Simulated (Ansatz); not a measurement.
Geometry relaxation, with input and output: CH$_{8}$FMgNO (part 1 of 2)

- system: CH$_{8}$FMgNO
- method: RKS BLYP-D4/def2-SVP (Ansatz 0.2.0)

The input holds or restrains some coordinates. Forces given for the steps count only the free coordinates. It belongs to a series of runs on one base structure; here: pulled along the bonds that form and break, towards end B.

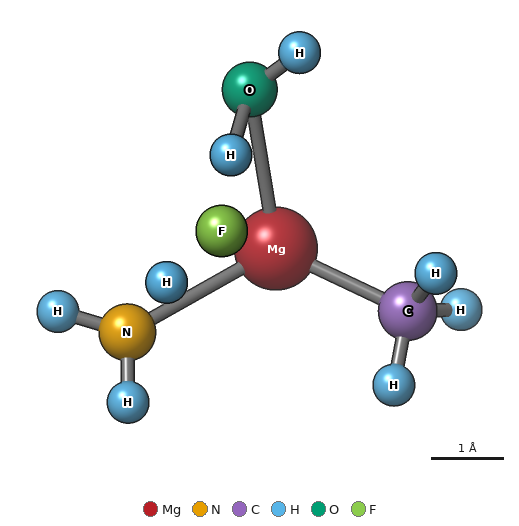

Fig. 1: The input geometry (ball-and-stick view, seen at a tilt). Sticks mark near contacts. Bond lengths as drawn: C–H 1.08 to 1.09 Å, C–Mg 2.07 Å, H–N 1.01 Å, H–O 0.96 to 1.27 Å, Mg–N 2.48 Å and Mg–O 2.42 Å.

**Key numbers**

- outcome: converged under the restraints of the input
- total energy: −12858.0226 eV
- mean-field energy: −12857.7087 eV
- largest force (length of the vector) at the end, held atoms and coordinates included: 1.783 eV/Å
- hardware: 2 threads of INTEL XEON PLATINUM @ 2.30GHz (Emerald Rapids), 24 GiB of memory available, shared host
- wall time: 18 s (CPU time 35 s)
- peak memory: 0.2 GiB

**The input**
```yaml
crystal:
  periodic: [false, false, false]
  atoms:
    - { symbol: Mg, position_ang: [-0.9408, -0.2549, 0.0005] }
    - { symbol: "N", position_ang: [0.6336, -1.5507, 1.4047] }
    - { symbol: C, position_ang: [-0.6434, -0.2055, -2.0524] }
    - { symbol: H, position_ang: [0.2308, 1.4293, 0.9579] }
    - { symbol: O, position_ang: [-0.9392, 1.8847, 1.1261] }
    - { symbol: H, position_ang: [1.1116, -0.346, 1.1011] }
    - { symbol: F, position_ang: [1.1897, 0.7699, 0.6294] }
    - { symbol: H, position_ang: [0.677, -1.6483, 2.4108] }
    - { symbol: H, position_ang: [1.2637, -2.2324, 1.0005] }
    - { symbol: H, position_ang: [-0.175, 0.7503, -2.2713] }
    - { symbol: H, position_ang: [0.0579, -0.9984, -2.2918] }
    - { symbol: H, position_ang: [-1.5255, -0.3166, -2.6733] }
    - { symbol: H, position_ang: [-0.9405, 2.7186, 0.6577] }
basis:
  gaussian: { orbitals: def2-SVP }
hamiltonian:
  xc: blyp
  dispersion: d4
relax:
  f_tol: 0.15
  max_steps: 25
  restrain:
    - { distance: [0, 4], at: 2.07, k: 30.0 }
    - { distance: [3, 6], at: 0.88, k: 30.0 }
    - { distance: [5, 1], at: 1.02, k: 30.0 }
    - { distance: [0, 1], at: 3.42, k: 30.0 }
    - { distance: [3, 4], at: 2.27, k: 30.0 }
    - { distance: [5, 6], at: 2.18, k: 30.0 }
```

Launched with:
```bash
ansatz run input.yaml --threads 2 --pin off --max-ram 3072MiB --backend cpu --events-out ev --progress --plain --runs-dir out
```

**The program's output**
```
The last accepted step is kept in [file] (removed where the run ends without a failure and the disk answers)
Engine: ansatz 0.2.0, x86_64-unknown-linux-gnu
Functional definition: BLYP
  parameter beta = 0.0042
  parameter a = 0.04918
  parameter b = 0.132
  parameter c = 0.2533
  parameter d = 0.349
  exchange = b88_x(beta = beta)
  correlation = lyp_c(a = a, b = b, c = c, d = d)
1264 factors; their error is unknown
mean field evaluation 1: about -12833.1545 eV, gradient 1.0e2 eV
mean field evaluation 2: about -12740.9600 eV, gradient 2.0e2 eV
mean field evaluation 4: about -12855.7106 eV, gradient 2.8e1 eV
mean field evaluation 8: about -12857.1595 eV, gradient 1.4e-1 eV
mean field evaluation 16: about -12857.0980 eV, gradient 4.0e-4 eV
mean field -12857.09801528 eV, -472.4896372075 hartree, gradient 1.7e-5 eV, S^2 0.000000; 0 other end points of the search recorded, 0 dependent functions left out
the calculation of the forces begins
reference -12857.09840902 eV, -472.4896516773 hartree; 25, 25 occupied and 89, 89 virtual orbitals, 1264 factors
relax step   1: F+E_penalty+E_count = -12857.47132111 eV  Δ(F+E_penalty+E_count) = +0.000e0 eV  max|allowed force component| = 3.285e0 eV/Å  E_restraint = 47.35854313 eV  max|allowed force component, restraints' pulls added| = 3.810e1 eV/Å  Δτ_max = 0.0000 Å  (29 SCF iters, accepted)
  distance Mg 0 - O 4 = 2.4176 Å
  distance H 3 - F 6 = 1.2092 Å
  distance H 5 - N 1 = 1.3311 Å
  distance Mg 0 - N 1 = 2.4758 Å
  distance H 3 - O 4 = 1.2667 Å
  distance H 5 - F 6 = 1.2140 Å
these checks for a lower state are left out or cut short: starts, cluster_reference, orbital_swaps, neighbouring_geometries, increment
1264 factors; their error is unknown
mean field -12857.09052357 eV, -472.4893618922 hartree, gradient 1.2e-5 eV, S^2 0.000000; 0 other end points of the search recorded, 0 dependent functions left out
[... from here on the field's lines of each further geometry are left out, up to the last ...]
relax step   2: F+E_penalty+E_count = -12857.45599857 eV  Δ(F+E_penalty+E_count) = +1.532e-2 eV  max|allowed force component| = 4.861e0 eV/Å  E_restraint = 23.44897227 eV  max|allowed force component, restraints' pulls added| = 2.642e1 eV/Å  Δτ_max = 0.1979 Å  (36 SCF iters, accepted)
relax step   3: F+E_penalty+E_count = -12857.15858909 eV  Δ(F+E_penalty+E_count) = +2.974e-1 eV  max|allowed force component| = 4.870e0 eV/Å  E_restraint = 7.11425380 eV  max|allowed force component, restraints' pulls added| = 1.127e1 eV/Å  Δτ_max = 0.1914 Å  (37 SCF iters, accepted)
relax step   4: F+E_penalty+E_count = -12857.15416466 eV  Δ(F+E_penalty+E_count) = +4.424e-3 eV  max|allowed force component| = 2.440e0 eV/Å  E_restraint = 0.69156428 eV  max|allowed force component, restraints' pulls added| = 3.226e0 eV/Å  Δτ_max = 0.1954 Å  (36 SCF iters, accepted)
relax step   5: F+E_penalty+E_count = -12857.37079257 eV  Δ(F+E_penalty+E_count) = -2.166e-1 eV  max|allowed force component| = 1.433e0 eV/Å  E_restraint = 0.15374932 eV  max|allowed force component, restraints' pulls added| = 2.699e0 eV/Å  Δτ_max = 0.1944 Å  (37 SCF iters, accepted)
relax step   6: F+E_penalty+E_count = -12857.60618846 eV  Δ(F+E_penalty+E_count) = -2.354e-1 eV  max|allowed force component| = 1.425e0 eV/Å  E_restraint = 0.11537273 eV  max|allowed force component, restraints' pulls added| = 1.867e0 eV/Å  Δτ_max = 0.2000 Å  (29 SCF iters, accepted)
relax step   7: F+E_penalty+E_count = -12857.75585857 eV  Δ(F+E_penalty+E_count) = -1.497e-1 eV  max|allowed force component| = 1.487e0 eV/Å  E_restraint = 0.08744422 eV  max|allowed force component, restraints' pulls added| = 9.543e-1 eV/Å  Δτ_max = 0.2000 Å  (29 SCF iters, accepted)
relax step   8: F+E_penalty+E_count = -12857.89693492 eV  Δ(F+E_penalty+E_count) = -1.411e-1 eV  max|allowed force component| = 1.384e0 eV/Å  E_restraint = 0.08187900 eV  max|allowed force component, restraints' pulls added| = 6.583e-1 eV/Å  Δτ_max = 0.2000 Å  (29 SCF iters, accepted)
relax step   9: F+E_penalty+E_count = -12857.97297147 eV  Δ(F+E_penalty+E_count) = -7.604e-2 eV  max|allowed force component| = 1.294e0 eV/Å  E_restraint = 0.08298334 eV  max|allowed force component, restraints' pulls added| = 4.011e-1 eV/Å  Δτ_max = 0.2000 Å  (30 SCF iters, accepted)
relax step  10: F+E_penalty+E_count = -12857.99924117 eV  Δ(F+E_penalty+E_count) = -2.627e-2 eV  max|allowed force component| = 1.446e0 eV/Å  E_restraint = 0.07929907 eV  max|allowed force component, restraints' pulls added| = 1.478e-1 eV/Å  Δτ_max = 0.1068 Å  (31 SCF iters, accepted)
relax step  11: F+E_penalty+E_count = -12857.99011366 eV  Δ(F+E_penalty+E_count) = +9.128e-3 eV  max|allowed force component| = 1.424e0 eV/Å  E_restraint = 0.08955048 eV  max|allowed force component, restraints' pulls added| = 1.289e0 eV/Å  Δτ_max = 0.1944 Å  (35 SCF iters, rejected (line search))
relax step  12: F+E_penalty+E_count = -12858.01285498 eV  Δ(F+E_penalty+E_count) = -1.361e-2 eV  max|allowed force component| = 1.420e0 eV/Å  E_restraint = 0.08466420 eV  max|allowed force component, restraints' pulls added| = 3.906e-1 eV/Å  Δτ_max = 0.0946 Å  (30 SCF iters, accepted)
the calculation of the forces begins
reference -12857.70869773 eV, -472.5120793735 hartree; 25, 25 occupied and 89, 89 virtual orbitals, 1264 factors
relax step  13: F+E_penalty+E_count = -12858.02212790 eV  Δ(F+E_penalty+E_count) = -9.273e-3 eV  max|allowed force component| = 1.416e0 eV/Å  E_restraint = 0.08589126 eV  max|allowed force component, restraints' pulls added| = 6.005e-2 eV/Å  Δτ_max = 0.1000 Å  (30 SCF iters, accepted)
```

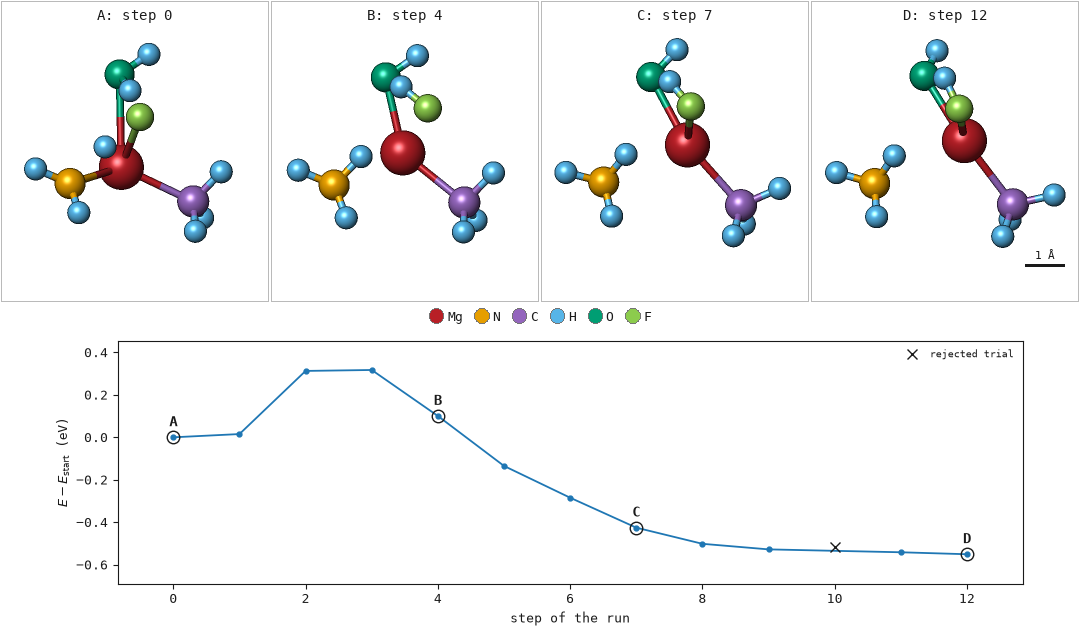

Fig. 2: Frames of the restrained relaxation (ball-and-stick view, seen at a tilt) above the curves, on which the letters mark them (the first geometry is step 0 here and step 1 in the log).

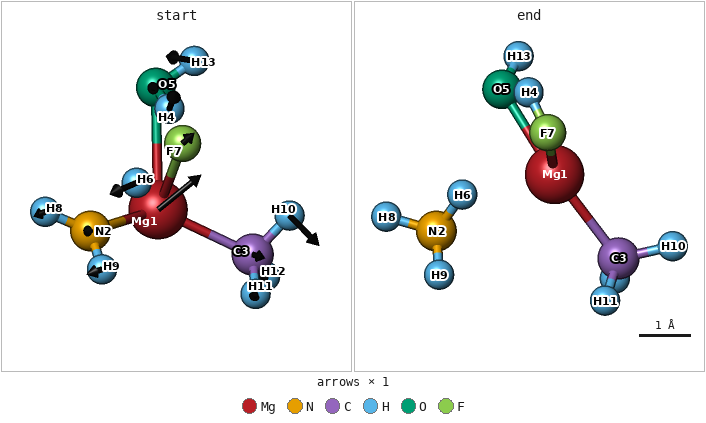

Fig. 3: Before (left) and after (right) the restrained relaxation, at one scale (ball-and-stick view, seen at a tilt). The black arrows give the displacements, at true length. Mg1 moves most after the best rigid fit: 1.11 Å. Largest moves by element: Mg 1.11 Å, H 0.89 Å, F 0.33 Å, O 0.31 Å, C 0.29 Å, N 0.24 Å. Among the contacts that change: H4–O5 1.267 → 2.251 Å, Mg1–N2 2.476 → 3.406 Å, Mg1–O5 2.418 → 2.019 Å, N2–H6 1.331 → 1.026 Å. New bonds form: H4–F7 (1.21 → 0.93 Å), N2–H6 (1.33 → 1.03 Å). Among the angles that change: C3–Mg1–O5 116.1° → 159.0°, O5–Mg1–F7 60.6° → 81.4°, C3–Mg1–F7 96.9° → 117.6°. After 12 geometry steps the energy has fallen by 0.551 eV. Largest force component: 3.3 eV/Å at the start, 1.4 eV/Å at the end. The line search rejected the trial step at point 10 (counted from 0) and went back. (Atoms are counted from 1 in the order of the input.)

```
  distance Mg 0 - O 4 = 2.0195 Å
  distance H 3 - F 6 = 0.9308 Å
  distance H 5 - N 1 = 1.0260 Å
  distance Mg 0 - N 1 = 3.4065 Å
  distance H 3 - O 4 = 2.2514 Å
  distance H 5 - F 6 = 2.1857 Å
1264 factors; their error is unknown
mean field -12857.70826605 eV, -472.5120635097 hartree, gradient 1.8e-5 eV, S^2 0.000000; 1 other end points of the search recorded, 0 dependent functions left out
the calculation of the forces begins
reference -12857.70869773 eV, -472.5120793735 hartree; 25, 25 occupied and 89, 89 virtual orbitals, 1264 factors
Total energy: -12858.02255957 eV, -472.5236135836 hartree
Atom 0 at    -0.657383     0.723423    -0.409510 Å, force    -0.287660     0.535207     1.416306 eV/Å
Atom 1 at     0.797912    -1.644803     1.559633 Å, force    -0.295093     0.131107    -0.226211 eV/Å
Atom 2 at    -0.689160    -0.141368    -2.328065 Å, force     0.007320     0.005200     0.014795 eV/Å
Atom 3 at     0.985878     1.644631     1.171842 Å, force    -1.095811     0.978762     1.009446 eV/Å
Atom 4 at    -1.258234     1.825511     1.172475 Å, force     0.986748    -0.821725    -1.201522 eV/Å
Atom 5 at     1.469149    -0.868890     1.568546 Å, force     0.125835    -0.014149     0.085754 eV/Å
Atom 6 at     1.341761     1.057332     0.543571 Å, force     0.552180    -0.773321    -1.097677 eV/Å
Atom 7 at     0.534475    -1.822573     2.538659 Å, force     0.007915     0.004424    -0.013417 eV/Å
Atom 8 at     1.313257    -2.475000     1.236224 Å, force    -0.012634     0.005149     0.007746 eV/Å
Atom 9 at    -0.217783     0.509803    -3.096188 Å, force    -0.000061     0.003911    -0.002944 eV/Å
Atom 10 at    -0.136920    -1.106367    -2.337479 Å, force    -0.001444     0.006328     0.004162 eV/Å
Atom 11 at    -1.722962    -0.354842    -2.675450 Å, force    -0.000743    -0.000846    -0.002950 eV/Å
Atom 12 at    -1.760090     2.653143     1.055642 Å, force     0.013450    -0.060047     0.006513 eV/Å
Dipole moment:     0.502706    -0.003379     0.408762 e Å
```

**Trajectory as extended XYZ (Å, eV, eV/Å), 13 frames, from step=1 to step=13**
```
13
Properties=species:S:1:pos:R:3:forces:R:3 step=1 energy=-12857.47132
Mg   -0.9408   -0.2549    0.0005    1.0066   0.5500   1.1219
N     0.6336   -1.5507    1.4047   -0.4922   3.2847  -1.4572
C    -0.6434   -0.2055   -2.0524   -0.5275  -0.1738   0.5698
H     0.2308    1.4293    0.9579   -2.0268   1.4526   0.4859
O    -0.9392    1.8847    1.1261    1.8858  -3.0050   0.0052
H     1.1116   -0.3460    1.1011   -0.5967  -3.0138   1.0610
F     1.1897    0.7699    0.6294    0.3951   0.8251  -0.5594
H     0.6770   -1.6483    2.4108   -0.0861  -0.1374   0.6964
H     1.2637   -2.2324    1.0005    0.2797  -0.5508  -0.3257
H    -0.1750    0.7503   -2.2713    0.3102   0.7035  -0.1196
H     0.0579   -0.9984   -2.2918    0.5362  -0.6147  -0.2508
H    -1.5255   -0.3166   -2.6733   -0.5904  -0.0889  -0.5553
H    -0.9405    2.7186    0.6577   -0.0938   0.7684  -0.6723
```
